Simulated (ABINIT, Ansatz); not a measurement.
# BAs (F-43m): G0W0 with ABINIT, start to end

Wanted: ground state, empty states, screening and self-energy for BAs (F-43m).

Program: ABINIT 10.8.3. Level of theory: PBE and many-body steps on it, plane waves. Results are calculated unless marked as measured.

**What was measured.**

- Gap 1.82 eV: indirect optical gap from absorption edge; UV-visible absorption; 300 K; bulk crystal (single crystal grown by chemical vapor transport) (“Basic Physical Properties of Cubic Boron Arsenide”, 2019, arxiv:1911.11281).

- Gap 4.12 eV: direct gap from square of absorption coefficient, average of two samples; spectroscopic ellipsometry; 300 K; bulk crystal (CVT-grown opaque bulk crystals) (“Optical properties of cubic boron arsenide”, 2019, arxiv:1911.04914).

- Gap 2.02 eV: indirect gap from square root of absorption coefficient, average of three samples; transmission and reflection spectroscopy; 300 K; bulk crystal (CVT-grown platelets about 10 um thick) (“Optical properties of cubic boron arsenide”, 2019, arxiv:1911.04914).

## 1. The starting structure

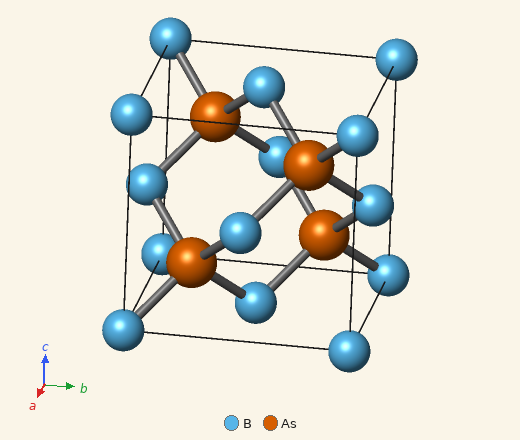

The cell as given, slightly off an axis (boron blue, arsenic orange). This picture shows the conventional cell, with its axes. Bonds to atoms that aren't drawn are left out. Some periodic images of atoms are drawn too.

Coordinates:

```cif
data_structure
_symmetry_space_group_name_H-M 'F-43m'
_symmetry_Int_Tables_number 216
_cell_length_a 4.7770
_cell_length_b 4.7770
_cell_length_c 4.7770
_cell_angle_alpha 90.000
_cell_angle_beta 90.000
_cell_angle_gamma 90.000
_cell_volume 109.01
loop_
_atom_site_label
_atom_site_type_symbol
_atom_site_symmetry_multiplicity
_atom_site_Wyckoff_symbol
_atom_site_fract_x
_atom_site_fract_y
_atom_site_fract_z
_atom_site_occupancy
B1 B 4 a 0.00000 0.00000 0.00000 1
As1 As 4 d 0.25000 0.25000 0.75000 1
```

The cell and positions come from the Crystallography Open Database and are kept as given unless a step says otherwise.

## 2. Ground state

This step: ABINIT 10.8.3; DFT, PBE, plane waves, norm-conserving pseudopotentials.

The ground-state density comes first.

run.abi reads:

```
acell 3*1.0 Angstrom
rprim 
  -0.000000000000 2.388500000000 2.388500000000
  2.388500000000 -0.000000000000 2.388500000000
  2.388500000000 2.388500000000 -0.000000000000
ntypat 2
znucl 5 33
natom 2
typat 1 2
xred 
  0.000000000000 0.000000000000 0.000000000000
  0.250000000000 0.250000000000 0.250000000000
pp_dirpath "pseudos"
pseudos "B.upf, As.upf"
ecut 44
ngkpt 8 8 8
nshiftk 1
shiftk 0 0 0
kptopt 1
chksymbreak 0
nband 18
occopt 1
tolvrs 1e-10
nstep 60
prtwf 0
optforces 0
optstress 0
indata_prefix "in"
outdata_prefix "out"
tmpdata_prefix "tmp"
```

On the command line:

```console
$ OMP_NUM_THREADS=1 mpirun -n 8 abinit run.abi > log
```

Numbers of over 12 decimals in the logs are rounded to 6 here.

Output:

```text
.Version 10.8.3 of ABINIT. v10.8.2 released Aug 2026.

 Symmetries : space group F-4 3 m (#216); Bravais cF (face-center cubic)
================================================================================
 Values of the parameters that define the memory need of the present run
     intxc =       0    ionmov =       0      iscf =       7    lmnmax =       6
     lnmax =       6     mgfft =      40  mpssoang =       3    mqgrid =    3001
     natom =       2  nloc_mem =       1    nspden =       1   nspinor =       1
    nsppol =       1      nsym =      24    n1xccc =    2501    ntypat =       2
    occopt =       1   xclevel =       2
-    mband =          18        mffmem =           1         mkmem =           4
       mpw =        2601          nfft =       64000          nkpt =          29
================================================================================
  Rough estimation (10% accuracy) of disk space for files :
================================================================================

--------------------------------------------------------------------------------
------------- Echo of variables that govern the present computation ------------
--------------------------------------------------------------------------------
 -outvars: echo values of preprocessed input variables --------
            acell      1.8897261259E+00  1.8897261259E+00  1.8897261259E+00 Bohr

      chksymbreak           0
             ecut      4.40000000E+01 Hartree
-          fftalg         312

              ixc     -101130
              kpt      0.00000000E+00  0.00000000E+00  0.00000000E+00
                       1.25000000E-01  0.00000000E+00  0.00000000E+00
                       2.50000000E-01  0.00000000E+00  0.00000000E+00
                       3.75000000E-01  0.00000000E+00  0.00000000E+00
                       5.00000000E-01  0.00000000E+00  0.00000000E+00
                       1.25000000E-01  1.25000000E-01  0.00000000E+00
                       2.50000000E-01  1.25000000E-01  0.00000000E+00
                       3.75000000E-01  1.25000000E-01  0.00000000E+00
                       5.00000000E-01  1.25000000E-01  0.00000000E+00
   [... 18 further rows ...]
                      -3.75000000E-01  5.00000000E-01  1.25000000E-01
                      -2.50000000E-01  5.00000000E-01  2.50000000E-01
         kptrlatt        8    0    0      0    8    0      0    0    8
          kptrlen      5.10656775E+01
P           mkmem           4
            natom           2
            nband          18
            ngfft          40      40      40
             nkpt          29
            nstep          60
             nsym          24
           ntypat           2
              occ      2.000000  2.000000  2.000000  2.000000  2.000000  2.000000
                       2.000000  2.000000  2.000000  2.000000  2.000000  2.000000
                       2.000000  0.000000  0.000000  0.000000  0.000000  0.000000
        optforces           0
        optstress           0
            prtwf           0
            rprim     -0.0000000000E+00  2.3885000000E+00  2.3885000000E+00
[...]
spgroup         216

           tolvrs      1.00000000E-10

             xred      0.0000000000E+00  0.0000000000E+00  0.0000000000E+00
[...]
znucl        5.00000   33.00000

================================================================================

 chkinp: Checking input parameters for consistency.

================================================================================
== DATASET  1 ==================================================================
-   mpi_nproc: 8, omp_nthreads: 1 (-1 if OMP is not activated)

--- !DatasetInfo
iteration_state: {dtset: 1, }
dimensions: {natom: 2, nkpt: 29, mband: 18, nsppol: 1, nspinor: 1, nspden: 1, mpw: 2601, }
cutoff_energies: {ecut:  44.0, pawecutdg:  -1.0, }
electrons: {nelect:   2.60000000E+01, charge:   0.00000000E+00, occopt:   1.00000000E+00, tsmear:   1.00000000E-02, }

 Real(R)+Recip(G) space primitive vectors, cartesian coordinates (Bohr,Bohr^-1):
 R(1)=  0.0000000  4.5136109  4.5136109  G(1)= -0.1107761  0.1107761  0.1107761
 R(2)=  4.5136109  0.0000000  4.5136109  G(2)=  0.1107761 -0.1107761  0.1107761
 R(3)=  4.5136109  4.5136109  0.0000000  G(3)=  0.1107761  0.1107761 -0.1107761
 Unit cell volume ucvol=  1.8390873E+02 bohr^3
 Angles (23,13,12)=  6.00000000E+01  6.00000000E+01  6.00000000E+01 degrees

 getcut: wavevector=  0.0000  0.0000  0.0000  ngfft=  40  40  40
         ecut(hartree)=     44.000   => boxcut(ratio)=   2.09860

--- Pseudopotential description ------------------------------------------------
- B Generated using ONCVPSP code by D. R. Hamann
-  5.00000   3.00000  171031                  znucl, zion, pspdat
12 -101130 1 -1 1534                          pspcod,pspxc,lmax,lloc,mmax
     nproj     2     2     0
  pspatm : epsatm=    3.38844616
         --- l  ekb(1:nproj) -->
[...]
pspatm: atomic psp has been read  and splines computed

- As Generated using ONCVPSP code by D. R. Hamann
- 33.00000  23.00000  171031                  znucl, zion, pspdat
12 -101130 2 -1 1358                          pspcod,pspxc,lmax,lloc,mmax
     nproj     2     2     2
  pspatm : epsatm=   24.77333152
         --- l  ekb(1:nproj) -->
[...]
2  -10.105298   -4.355719
 pspatm: atomic psp has been read  and splines computed

   7.32206220E+02                                ecore*ucvol(ha*bohr**3)
--------------------------------------------------------------------------------

_setup2: Arith. and geom. avg. npw (full set) are    2564.154    2564.133

================================================================================

--- !BeginCycle
iteration_state: {dtset: 1, }
solver: {iscf: 7, nstep: 60, nline: 4, wfoptalg: 0, }
tolerances: {tolvrs: 1.00E-10, }

     iter   Etot(hartree)      deltaE(h)  residm     vres2
 ETOT  1  -307.28277226239    -3.073E+02 1.451E+00 2.107E+02
 ETOT  2  -308.18137084335    -8.986E-01 4.681E-02 9.286E+01
 ETOT  3  -308.19264815402    -1.128E-02 4.179E-02 1.329E+00
 ETOT  4  -308.19277605002    -1.279E-04 1.708E-03 3.985E-02
 ETOT  5  -308.19279338963    -1.734E-05 7.103E-05 1.145E-02
 ETOT  6  -308.19279455618    -1.167E-06 1.440E-04 2.116E-04
 ETOT  7  -308.19279456963    -1.345E-08 1.289E-05 4.646E-06
 ETOT  8  -308.19279456994    -3.162E-10 2.002E-05 4.544E-08
 ETOT  9  -308.19279456993     1.535E-11 1.139E-05 1.993E-09
 ETOT 10  -308.19279456992     1.387E-11 1.824E-05 2.264E-11

 At SCF step   10       vres2   =  2.26E-11 < tolvrs=  1.00E-10 =>converged.

--- !ResultsGS
iteration_state: {dtset: 1, }
comment   : Summary of ground state results
lattice_vectors:
- [ -0.0000000,   4.5136109,   4.5136109, ]
- [  4.5136109,  -0.0000000,   4.5136109, ]
- [  4.5136109,   4.5136109,  -0.0000000, ]
lattice_lengths: [   6.38321,    6.38321,    6.38321, ]
lattice_angles: [ 60.000,  60.000,  60.000, ] # degrees, (23, 13, 12)
lattice_volume:   1.8390873E+02
convergence: {deltae:  1.387E-11, res2:  2.264E-11, residm:  1.824E-05, diffor:  0.000E+00, }
etotal    :  -3.08192795E+02
entropy   :   0.00000000E+00
fermie    :   2.93949411E-01
cartesian_stress_tensor: null
pressure_GPa: null
xred      :
- [  0.0000E+00,   0.0000E+00,   0.0000E+00,  B]
- [  2.5000E-01,   2.5000E-01,   2.5000E-01, As]
cartesian_forces: null
force_length_stats: {min: null, max: null, mean: null, }

 Integrated electronic density in atomic spheres:
 ------------------------------------------------
 Atom  Sphere_radius  Integrated_density
    1        2.00000          2.57184315
    2        2.00000         20.47813491
================================================================================

 ----iterations are completed or convergence reached----

 Mean square residual over all n,k,spin=   60.034E-09; max=  18.236E-06
 reduced coordinates (array xred) for    2 atoms
       0.000000000000      0.000000000000      0.000000000000
       0.250000000000      0.250000000000      0.250000000000
 rms dE/dt=  0.0000E+00; max dE/dt=  0.0000E+00; dE/dt below (all hartree)
    1       0.000000000000      0.000000000000      0.000000000000
    2       0.000000000000      0.000000000000      0.000000000000

 cartesian coordinates (angstrom) at end:
    1      0.000000     0.000000     0.000000
    2      1.194250     1.194250     1.194250
 length scales=  1.889726125908  1.889726125908  1.889726125908 bohr
              =  1.000000000000  1.000000000000  1.000000000000 angstroms
 prteigrs : about to open file out_EIG
 Fermi (or HOMO) energy (hartree) =   0.29395   Average Vxc (hartree)=  -0.41185
 Eigenvalues (hartree) for nkpt=  29  k points:
 kpt#   1, nband= 18, wtk=  0.00195, kpt=  0.0000  0.0000  0.0000 (reduced coord)
  -6.52474   -4.44262   -4.44262   -4.44262   -1.02470   -1.02470   -1.02470   -1.02395
  -1.02395   -0.27205    0.29395    0.29395    0.29395    0.41483    0.41483    0.41483
   0.46596    0.64661
 prteigrs : prtvol=0 or 1, do not print more k-points.

--- !EnergyTerms
iteration_state     : {dtset: 1, }
comment             : Components of total free energy in Hartree
kinetic             :  1.38353924928963E+02
hartree             :  1.24507800013425E+02
xc                  : -2.89029142097494E+01
Ewald energy        : -1.42752833839720E+02
psp_core            :  3.98135661095920E+00
local_psp           : -3.25924045357233E+02
non_local_psp       : -7.74560827165594E+01
total_energy        : -3.08192794569915E+02
total_energy_eV     : -8.38635317127024E+03
band_energy         : -4.95260199424558E+01

== END DATASET(S) ==============================================================
================================================================================

 -outvars: echo values of variables after computation  --------
           etotal     -3.0819279457E+02
            nband          18
             nkpt          29
          spgroup         216
 [... the other variables as echoed above ...]

 Calculation completed.
```

Elapsed: 9.3 s, on 8 MPI ranks of Intel Xeon Platinum 8488C (Sapphire Rapids), shared host; peak memory 0.62 GiB.

This step gave:

| Quantity | Value |
| --- | --- |
| total energy | -8386.3532 eV |
| gap | 1.208 eV |
| k of the valence top | 0, 0, 0 |
| k of the conduction bottom | 0.375, 0.375, 0 |
| least direct gap | 3.289 eV |

The gap is indirect, with the least direct gap 2.08 eV higher.

[end of part 1 of 3]

[Paths, hosts, dates, memory and timing lines, banners, echoed tables and standing remarks are left out of the program output.]

[Logs are printed without paths, hosts, clocks, repeated set-up lines and the standing remarks that a program may print on its own settings, such as how far it seeks lower states.]

[Runs of the session that timed out or met a known fault of the program may be left out.]

[Hosts, paths, dates, database ids (printed as entryN), source tags and the programs' standing remarks are cut or masked in the printed files.]

[G0W0 gaps are taken among the corrected bands and points alone; a level outside them can change the order at an edge.]

[Where Ansatz stands beside ABINIT at settings called matched, ABINIT's density can come from a denser mesh and the files from another edition; pairs whose starting gaps differed by over 0.03 eV were left out, so agreement reads better than it is.]
